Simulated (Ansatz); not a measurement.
The reference is NbH₂ in the CdI2 type structure (space group P-3m1, No. 164; a = 2.8553 Å, c = 4.8060 Å; a hypothetical phase, not in the database extracts checked; layered, stacked along the Cartesian z axis; relaxed with 0.1 eV smearing). Axes: x lies along a and z along c of the hexagonal cell.

Structures relaxed with plane-wave PAW DFT at the r2SCAN+rVV10 level (Ansatz, a quantum-chemistry and plane-wave program, 500 eV), no spin-orbit coupling.

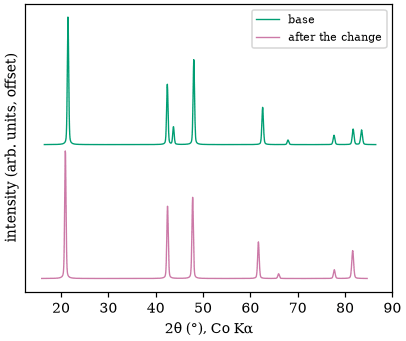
Figure: Simulated powder patterns before (top) and after one change

Question: Which change produced these results?
A) tensor shear ε_yz = +3.03 %
B) uniaxial strain ε_xx = −1.23 %
C) biaxial strain −4.91 %, plane normal [001], relaxed out of plane
D) uniaxial stress, 0.5 GPa tension along z

Answer: D, uniaxial stress, 0.5 GPa tension along z. Its volume per atom is 11.60 Å³ against 11.31 Å³, and its space group is P-3m1 (No. 164).

Stability under load was not tested beyond the relaxation. All final runs are without spin polarisation.
